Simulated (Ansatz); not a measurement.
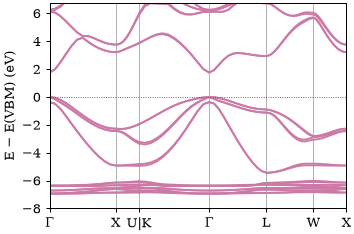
Fig. 1. Band structure from r²SCAN with spin–orbit coupling (plane waves, PAW; program Ansatz)

Read off the gap and where the band edges lie.

About 1.7 eV (1.75 eV by a search for the band edges); maximum at Γ, minimum at Γ.

The material is ZnSe (zinc blende, space group No. 216).

Space group F-43m (zinc blende). The cell was relaxed with r²SCAN under the symmetry of its start.

Potentials: the later of the program's two PAW sets.
